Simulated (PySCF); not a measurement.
**C3H9AlO3 (SMILES C[O+]([AlH3-])COC=O): density, localisation and related maps**

Input file:

```
{"job": {"kind": "uv", "xc": "CAM-B3LYP", "basis": "def2-SVPD", "ip": true}, "charge": 0, "multiplicity": 1}
C     -0.016641     1.507037     0.249243
O     -0.598832     0.200403     0.296551
Al    -2.190326    -0.163047    -0.898461
C      0.192319    -0.846512     0.789277
O      1.097614    -1.311804    -0.180621
C      2.347277    -0.818180    -0.165100
O      2.753310     0.011037     0.592456
H     -0.849182     2.208316     0.114539
H      0.507120     1.709024     1.192999
H      0.682980     1.587228    -0.594365
H     -2.451714    -1.661823    -0.392057
H     -3.139103     1.014474    -0.366424
H     -1.530866     0.047447    -2.344258
H     -0.493935    -1.673906     0.999345
H      0.734151    -0.503761     1.682938
H      2.937131    -1.308105    -0.964691
```

Command:

```sh
OMP_NUM_THREADS=1 python probes_run.py task.json out
```

Geometry: PBE0-D3(BJ)/def2-SVP.

The calculation used CAM-B3LYP/def2-SVPD, SCF density, gas phase (PySCF 2.14.0).

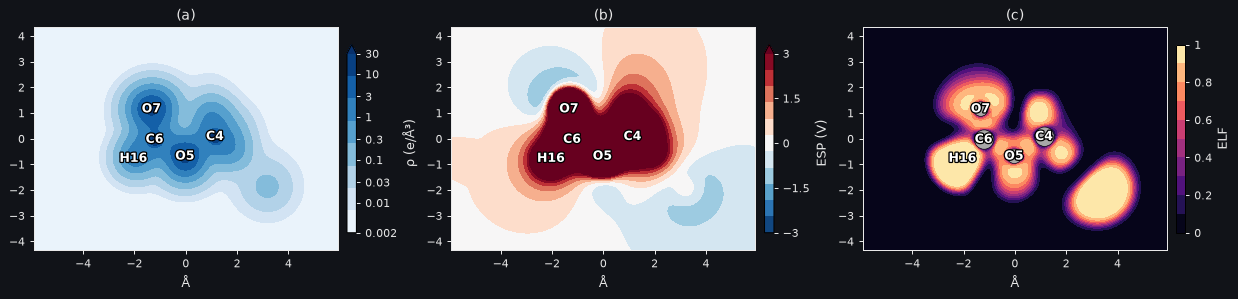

Figure 1. (a) electron density; (b) electrostatic potential; (c) ELF on the plane of atoms O7, C6 and H16. Grey discs cover the atomic cores in the ELF map.

Q: Interpret the plot.

A:
- The section cuts through C, O and H sites.
- C–O (1.19 Å): ρ is about 3.5 e/Å³ halfway; the ELF peaks at about 0.85 between the atoms: a multiple bond.
- C–H (1.11 Å): ρ is about 2 e/Å³ halfway; the ELF climbs to about 1 towards the hydrogen, as it does in any bond to H; an ordinary covalent bond to hydrogen.
- C–O (1.34 Å): ρ at the midpoint is about 2.4 e/Å³; the ELF peaks at about 0.90 between the atoms, as expected for a polar covalent bond.
- The ELF also peaks beside O5 and O7, away from the bonds: lone-pair regions.
- Outside the dense part of the molecule the potential is most negative (−1.3 V) near O7.

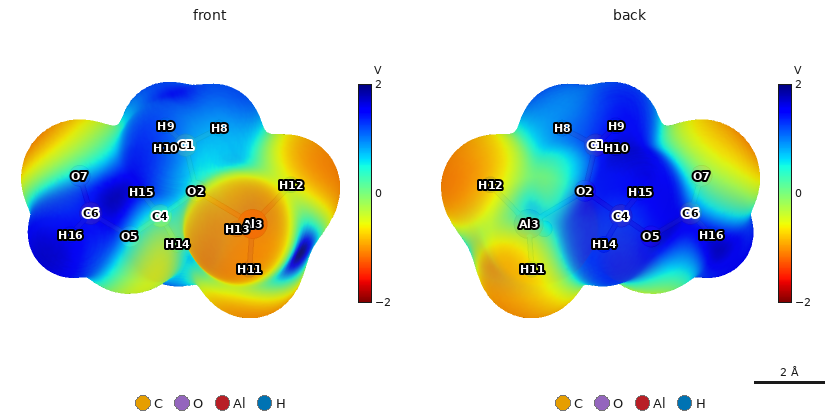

Figure 2. The electrostatic potential painted on the density surface at 0.002 e/bohr³, seen from the front and from behind; red is negative and blue positive.

Q: Describe the electrostatic potential map.

A: The most negative region (about −1.1 V, or −25 kcal/mol for a unit charge) lies over H12 and H13, the most positive (about +1.8 V, or +42 kcal/mol for a unit charge) over Al3 and C6.

Q: How polar is the molecule by this calculation?

A: Its dipole moment is 3.63 D.
